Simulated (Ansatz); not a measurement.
## Electronic structure of CH$_{6}$AlFO$_{3}$ in real space

```yaml
atoms:
  - { symbol: Al, position_ang: [-0.0488, 1.0862, -0.5032] }
  - { symbol: O, position_ang: [0.7615, -0.3461, 0.5898] }
  - { symbol: C, position_ang: [0.0616, -1.5837, 0.8533] }
  - { symbol: O, position_ang: [-1.6691, 0.4863, -0.4305] }
  - { symbol: O, position_ang: [0.6954, 1.2126, -2.0545] }
  - { symbol: H, position_ang: [0.8960, 0.1742, 1.4129] }
  - { symbol: F, position_ang: [0.4444, 2.1798, 0.7158] }
  - { symbol: H, position_ang: [0.5841, -2.1385, 1.6564] }
  - { symbol: H, position_ang: [-0.9972, -1.3847, 1.1082] }
  - { symbol: H, position_ang: [0.1004, -2.1718, -0.0812] }
  - { symbol: H, position_ang: [-2.3148, 0.7209, -1.1125] }
  - { symbol: H, position_ang: [1.4863, 1.7648, -2.1546] }
```

Level of theory: Ansatz, RKS PBE-D4/def2-SVP.

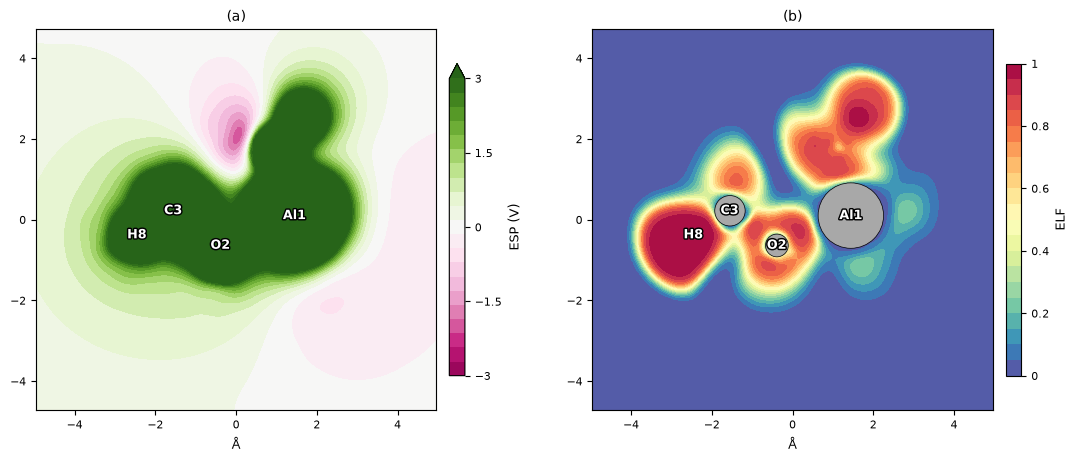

Figure 1. (a) electrostatic potential; (b) ELF on the plane of atoms Al1, O2 and C3. Grey discs cover the atomic cores in the ELF map.

Q: What does the map show?

A:
- The section cuts through Al, O, C and H sites.
- C–O (1.45 Å): the ELF peaks at about 0.90 between the atoms: a shared but strongly polarised pair.
- Al–O (1.98 Å): the ELF peaks at about 0.90 in the valence shell of O, 0.6 Å from its nucleus, and is about 0.50 at the midpoint.
- C–H (1.11 Å): the ELF climbs to about 1 towards the hydrogen, as it does in any bond to H; an ordinary covalent bond to hydrogen.
- The ELF also peaks beside O4, away from the bonds: lone-pair regions.
- Outside the dense part of the molecule the potential is most negative (−2.0 V) near O4, which lies off the plane.

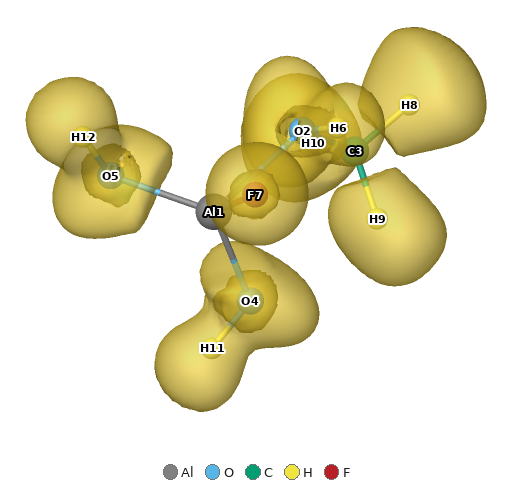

Figure 2. Isosurface of the ELF at 0.75 (yellow), seen at a tilt. Core shells and regions of very low density are left out.

Q: Identify the bonds, lone pairs and shells in this picture.

A: The ELF exceeds this value in three regions around hydrogen nuclei, one region wrapped around F (its valence shell) and three joined regions spread over several atoms (H, O), in which their bonds and any lone pairs are merged. Profiles from the grid: Al–F (1.71 Å): the ELF peaks at about 0.85 in the valence shell of F, 0.6 Å from its nucleus, and is about 0.30 at the midpoint.

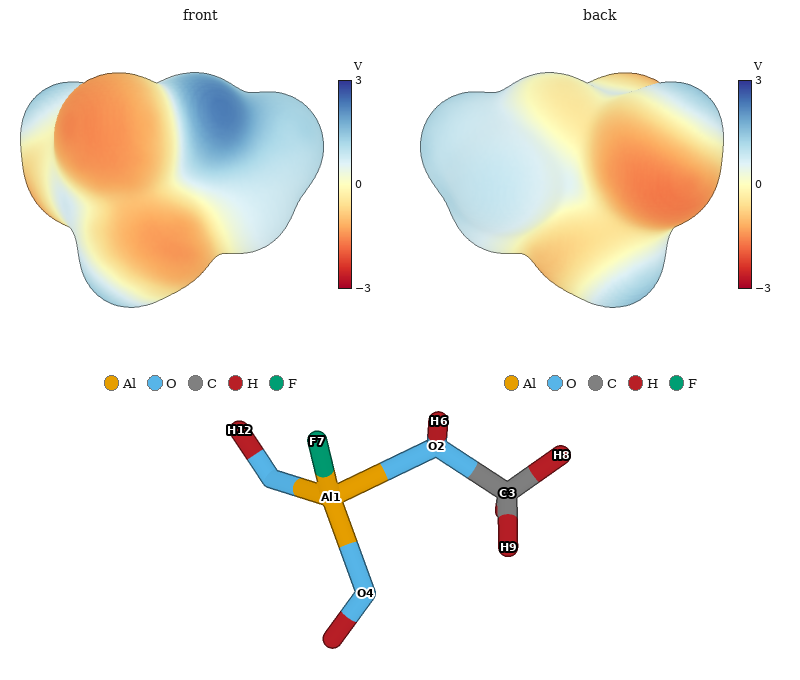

Figure 3. The electrostatic potential painted on the density surface at 0.001 e/bohr³, seen from the front and from behind; red is negative and blue positive. The bare structure is drawn below in the same view.

Q: Describe the electrostatic potential map.

A: The most negative region (about −1.7 V, or −39 kcal/mol for a unit charge) lies over O5, the most positive (about +2.3 V, or +53 kcal/mol for a unit charge) over H6. O5 is the likeliest acceptor of a hydrogen bond.

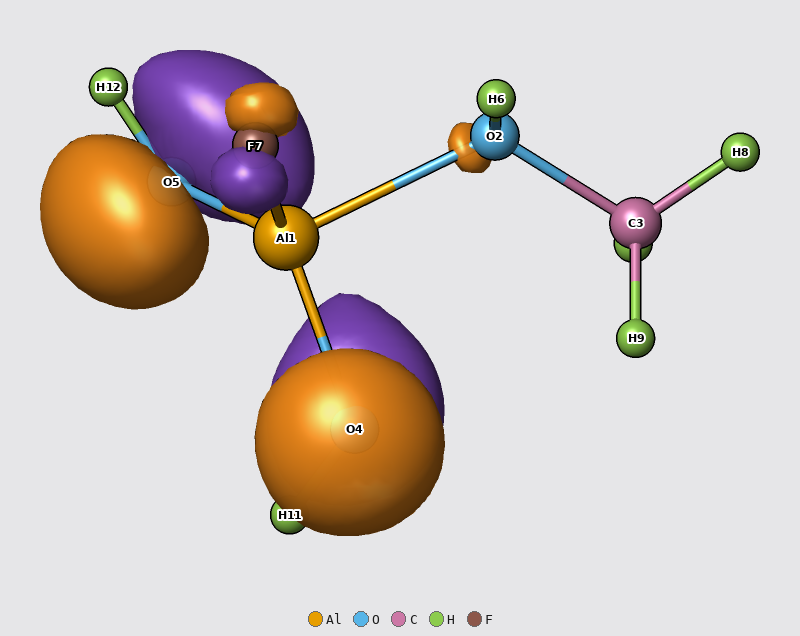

Figure 4. The HOMO−1 at ±0.15 Å⁻³ᐟ² (orange and purple are the two phases), seen across its widest extent.

Q: Describe this orbital and give its energy.

A: By Hirshfeld shares it lies mainly on O5 (about 40 %) and O4 (about 40 %); largely a combination of lone pairs on O5 and O4. Its energy is −6.39 eV.
